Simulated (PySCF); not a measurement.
**SiH2F2 (SiF2H2) at HCTH147/TZP (density fitting with cc-pvqz-jkfit)**

Aim: the electrostatic solvation energy at fixed shape (IEF-PCM, methanol) of SiH2F2 (SiF2H2) at HCTH147/TZP (density fitting with cc-pvqz-jkfit), from 2 runs. Input form: a Python script.

Program for the calculation: PySCF 2.14.0.

2 further runs of the same task are left out: 2 set aside as unsound or not needed.

**1. The molecule**

SiH2F2: 5 atoms, total charge 0, spin state singlet. As SMILES, `[H][Si]([H])(F)F`. The shape is that of a GFN2-xTB optimisation.

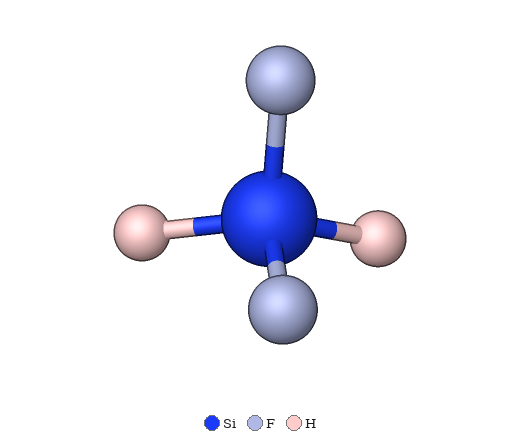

The structure, seen from a chosen angle (silicon blue, fluorine light blue, hydrogen pink).

**2. Localised orbitals at HCTH147/TZP (density fitting with cc-pvqz-jkfit)**

The input, run.py:

```python
import numpy
from pyscf import gto, dft, lo

molecule = gto.Mole()
molecule.atom = '''
Si      -0.091360       0.000560      -0.064290
F        0.009240      -0.018840       1.526500
F        1.436020       0.010630      -0.519740
H       -0.680140       1.257800      -0.455540
H       -0.673740      -1.250150      -0.486920
'''
molecule.basis = 'tzp'
molecule.spin = 0
molecule.max_memory = 1860
molecule.verbose = 3
molecule.charge = 0
molecule.build()

calc0 = dft.RKS(molecule)
calc0.xc = 'hcth147'
calc0 = calc0.density_fit(auxbasis='cc-pvqz-jkfit')
calc0.kernel()

e_final = calc0.e_tot
print('E(%s) = %.9f' % ('HCTH147', e_final))
occ = calc0.mo_coeff[:, 0:molecule.nelec[0]]
loc = lo.cholesky_mos(occ)
r1 = numpy.einsum('xij,ip,jp->px', molecule.intor('int1e_r'), loc, loc)
spread = numpy.einsum('ij,ip,jp->p', molecule.intor('int1e_r2'), loc, loc) - (r1 ** 2).sum(1)
centres = r1 * 0.529177
print('orbital  centre (A)  spread (bohr^2)')
for i, (c, s) in enumerate(zip(centres, spread), 1):
    print('%3d %9.4f %9.4f %9.4f %9.4f' % (i, *c, s))
```

Started as:

```bash
OMP_NUM_THREADS=1 python run.py
```

Log:

```text
converged SCF energy = -490.586010148387
E(HCTH147) = -490.586010148
orbital  centre (A)  spread (bohr^2)
  1   -0.1007    0.0006   -0.0708    0.8680
  2   -0.1006    0.0007   -0.0707    0.5590
  3   -0.0778    0.0007   -0.0681    0.4947
  4   -0.0890    0.0002   -0.0494    0.4849
  5    1.4382    0.0106   -0.5201    0.1843
  6    0.0096   -0.0189    1.5287    0.1843
  7    1.4542    0.0107   -0.5200    1.2814
  8    0.0153   -0.0190    1.5437    1.2816
  9    0.0020   -0.0170    1.4543    2.1192
 10    1.3652    0.0098   -0.5018    2.1221
 11   -0.0055   -0.0179    1.4467    2.1717
 12    1.3639    0.0102   -0.4752    2.1302
 13   -0.1787    0.0010   -0.1116    5.9575
 14   -0.0914    0.0006   -0.0643    0.0177
 15    0.9813    0.0084   -0.4157    4.8856
 16   -0.1247   -0.0135    0.9737    5.4511
 17   -0.5135    0.0027   -0.3578    7.0890
```

It took 5.4 s on 1 thread of Intel Xeon 6975P-C (Granite Rapids), shared host; peak memory 0.45 GiB.

**3. Localised orbitals at HCTH147/TZP (density fitting with cc-pvqz-jkfit, IEF-PCM methanol)**

The input, calc.py:

```python
import numpy
from pyscf import gto, dft, lo, solvent

mol = gto.M(
    atom='''
Si      -0.091360       0.000560      -0.064290
F        0.009240      -0.018840       1.526500
F        1.436020       0.010630      -0.519740
H       -0.680140       1.257800      -0.455540
H       -0.673740      -1.250150      -0.486920
''',
    max_memory=1860,
    basis='tzp',
    spin=0,
    verbose=3,
)

mf = dft.RKS(mol)
mf.xc = 'hcth147'
mf = mf.density_fit(auxbasis='cc-pvqz-jkfit')
mf = mf.PCM()
mf.with_solvent.method = 'IEF-PCM'
mf.with_solvent.eps = 32.613  # methanol
mf.kernel()

energy = mf.e_tot
print('E(%s) = %.9f' % ('HCTH147', energy))
occ = mf.mo_coeff[:, 0:mol.nelec[0]]
loc = lo.cholesky_mos(occ)
r1 = numpy.einsum('xij,ip,jp->px', mol.intor('int1e_r'), loc, loc)
spread = numpy.einsum('ij,ip,jp->p', mol.intor('int1e_r2'), loc, loc) - (r1 ** 2).sum(1)
centres = r1 * 0.529177
print('orbital  centre (A)  spread (bohr^2)')
for i, (c, s) in enumerate(zip(centres, spread), 1):
    print('%3d %9.4f %9.4f %9.4f %9.4f' % (i, *c, s))
```

Started as:

```bash
OMP_NUM_THREADS=1 python calc.py
```

Log:

```text
WARN: PCM is an experimental feature. It is still in testing.
Features and APIs may be changed in the future.

converged SCF energy = -490.58950906595
E(HCTH147) = -490.589509066
orbital  centre (A)  spread (bohr^2)
  1   -0.1015    0.0006   -0.0713    0.8678
  2   -0.1008    0.0007   -0.0708    0.5603
  3   -0.0775    0.0007   -0.0681    0.4930
  4   -0.0891    0.0002   -0.0492    0.4830
  5    1.4380    0.0106   -0.5201    0.1850
  6    0.0095   -0.0189    1.5285    0.1850
  7    1.4527    0.0107   -0.5209    1.2881
  8    0.0139   -0.0190    1.5426    1.2882
  9    0.0026   -0.0171    1.4572    2.1083
 10    1.3682    0.0098   -0.5023    2.1111
 11   -0.0015   -0.0179    1.4502    2.1538
 12    1.3668    0.0102   -0.4742    2.1176
 13   -0.1961    0.0011   -0.1254    5.9002
 14    1.0054    0.0085   -0.4227    4.7402
 15   -0.0914    0.0006   -0.0643    0.0178
 16   -0.1139   -0.0139    1.0071    5.2602
 17   -0.5069    0.0027   -0.3531    7.0596
```

Run time: 12 s. Hardware: 1 thread of Intel Xeon 6975P-C (Granite Rapids), shared host; peak memory 0.5 GiB.

**4. What came out**

Level: HCTH147/TZP (density fitting with cc-pvqz-jkfit).

```
                                        quantity          value
                         gas phase: total energy  -490.58601 Eh
                        gas phase: dipole moment         1.88 D
                          gas phase: HOMO energy       -8.74 eV
                          gas phase: LUMO energy       -0.83 eV
                        gas phase: HOMO–LUMO gap        7.91 eV
                 IEF-PCM, methanol: total energy  -490.58951 Eh
                IEF-PCM, methanol: dipole moment         2.24 D
                  IEF-PCM, methanol: HOMO energy       -8.53 eV
                  IEF-PCM, methanol: LUMO energy       -0.58 eV
                IEF-PCM, methanol: HOMO–LUMO gap        7.95 eV
   IEF-PCM, methanol: solvent term in the energy   -10.5 kJ/mol
energy change from gas to solvent at fixed shape      -0.095 eV
```

What this shows: The solvent model (IEF-PCM, methanol) lowers the energy by 0.10 eV (−9.2 kJ/mol) at the same shape. It holds the electrostatic part alone, without cavity or dispersion terms.
